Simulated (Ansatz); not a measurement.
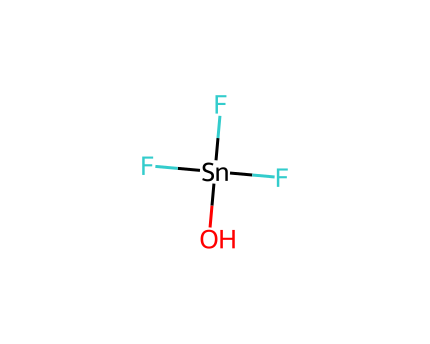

(Drawn from a calculation with Ansatz.)

**Write the SMILES.**

[OH][Sn]([F])([F])[F]

**What is the molecular formula?**

F3HOSn.
